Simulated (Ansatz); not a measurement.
# C2H5FOSi (SMILES FC1CO[SiH2]1): wB97X/def2-SVP

Aim: the vertical singlet–triplet gap of C2H5FOSi at wB97X/def2-SVP, from 2 runs. 

Program for the calculation: Ansatz 0.2.0.

92 further runs of the same task are left out: 92 set aside as unsound or not needed.

## Step 1: The system as given

C2H5FOSi: 10 atoms, total charge 0, spin state singlet. SMILES: `FC1CO[SiH2]1`. Geometry: relaxed at PBE0-D4/def2-TZVP.

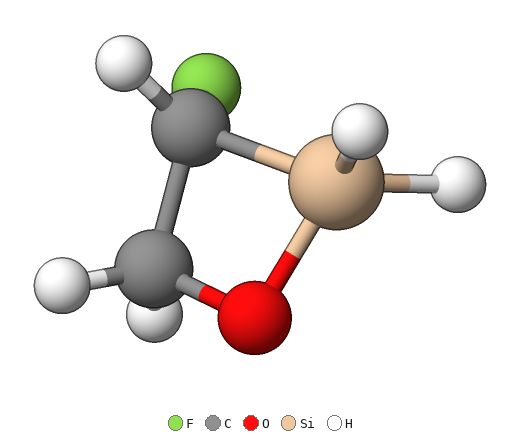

The structure, seen from a chosen angle (fluorine green, carbon grey, oxygen red, silicon light orange, hydrogen white).

## Step 2: The energy at wB97X/def2-SVP

File input.yaml:

```yaml
crystal:
  periodic: [false, false, false]
  atoms:
    - {symbol: F, position_ang: [-1.820400, -0.327800, -0.810900]}
    - {symbol: C, position_ang: [-0.876100, -0.083100, 0.166900]}
    - {symbol: C, position_ang: [0.290700, -1.089800, 0.153300]}
    - {symbol: O, position_ang: [1.429900, -0.216400, -0.011900]}
    - {symbol: Si, position_ang: [0.510300, 1.162100, -0.206800]}
    - {symbol: H, position_ang: [-1.390500, -0.023800, 1.127800]}
    - {symbol: H, position_ang: [0.197300, -1.773400, -0.695500]}
    - {symbol: H, position_ang: [0.400800, -1.665100, 1.076000]}
    - {symbol: H, position_ang: [0.820800, 2.228700, 0.780400]}
    - {symbol: H, position_ang: [0.520200, 1.737300, -1.576300]}
basis:
  gaussian:
    orbitals: def2-SVP
total_charge: 0
hamiltonian:
  xc: {name: wB97X}
accuracy: high
output: {orbitals: {seedname: orbitals}}
```

On the command line:

```console
$ ansatz run input.yaml --threads 1 --pin off --max-ram 3480MiB --events-out events.jsonl --progress --plain --runs-dir runs
```

Output:

```text
Warning: RAYON_NUM_THREADS=1 ignored (pool sized by the plan → 1); use --threads N
Functional definition: wB97X
  name "wB97X"
  parameter omega = 0.3/bohr
  parameter cx = 0.157706
  parameter cx1 = 0.726479
  parameter cx2 = 1.04760
  parameter cx3 = -5.70635
  parameter cx4 = 13.2794
  parameter css1 = -4.33879
  parameter css2 = 18.2308
  parameter css3 = -31.7430
  parameter css4 = 17.2901
  parameter cos1 = 2.37031
  parameter cos2 = -11.3995
  parameter cos3 = 6.58405
  parameter cos4 = -3.78132
  exchange = spin_sum(e_x_unif_sr(omega)*poly(b97_u_x, 1 - cx, cx1, cx2, cx3, cx4)) + cx*exact_x_sr(omega)
      + exact_x_lr(omega)
  correlation = spin_sum(e_c_pw_same_spin*poly(b97_u_same, 1, css1, css2, css3, css4))
      + integral(e_c_pw_opposite_spin*poly(b97_u_opposite, 1, cos1, cos2, cos3, cos4))
2302 factors; integrals over basis functions are off by at most 3.9e-9 eV
368 factors; integrals over basis functions are off by at most 2.4e-9 eV
mean field evaluation 1: about -14783.6139 eV, gradient 4.1e1 eV
mean field evaluation 2: about -14783.5849 eV, gradient 4.4e1 eV
mean field evaluation 4: about -14786.8007 eV, gradient 1.6e0 eV
mean field evaluation 8: about -14786.9692 eV, gradient 9.3e-2 eV
mean field evaluation 16: about -14786.9693 eV, gradient 1.2e-4 eV
mean field -14786.96926951 eV, -543.4110976869 hartree, gradient 5.7e-8 eV, S^2 0.000000; 0 other end points of the search recorded, 0 dependent functions left out
reference -14786.96926665 eV, -543.4110975818 hartree; 24, 24 occupied and 75, 75 virtual orbitals, 2302 factors
Total energy: -14786.96926665 eV, -543.4110975818 hartree
```

Wall time 11 s (1 thread of AMD EPYC 9R45 (Zen 5), shared host); peak memory 0.61 GiB.

## Step 3: The triplet at the same level

Changes to input.yaml since step 2:

```diff
@@ -16,3 +16,5 @@
     orbitals: def2-SVP
-total_charge: 0
+magnetization:
+  spin_polarized: true
+  initial_magnetization: 2
 hamiltonian:
```

On the command line:

```console
$ ansatz run input.yaml --threads 1 --pin off --max-ram 3480MiB --events-out events.jsonl --progress --plain --runs-dir runs
```

Output, cut to the lines that bear on the results:

```text
Warning: RAYON_NUM_THREADS=1 ignored (pool sized by the plan → 1); use --threads N
Functional definition: wB97X
  name "wB97X"
[...]
      + exact_x_lr(omega)
[...]
      + integral(e_c_pw_opposite_spin*poly(b97_u_opposite, 1, cos1, cos2, cos3, cos4))
2301 factors; integrals over basis functions are off by at most 3.9e-9 eV
368 factors; integrals over basis functions are off by at most 2.4e-9 eV
[...]
mean field -14780.44748837 eV, -543.1714266503 hartree, gradient 8.4e-8 eV, S^2 2.005782; 6 other end points of the search recorded, 0 dependent functions left out
reference -14780.44748591 eV, -543.1714265602 hartree; 25, 23 occupied and 74, 76 virtual orbitals, 2301 factors
Total energy: -14780.44748591 eV, -543.1714265602 hartree
```

It took 63 s on 1 thread of AMD EPYC 9R45 (Zen 5), shared host; peak memory 1 GiB.

## Step 4: Summary of results

Level: wB97X/def2-SVP.

| quantity | value |
| --- | --- |
| singlet: total energy | -543.41110 Eh |
| singlet: HOMO energy | -10.42 eV |
| singlet: LUMO energy | 2.10 eV |
| singlet: HOMO–LUMO gap | 12.52 eV |
| triplet: total energy | -543.17143 Eh |
| triplet: HOMO energy (highest over α and β) | -4.08 eV |
| triplet: ⟨S²⟩ | 2.006 |
| vertical energy of the triplet above the singlet | 6.522 eV |

What this shows: At this shape the triplet lies 6.52 eV (629 kJ/mol) above the singlet.
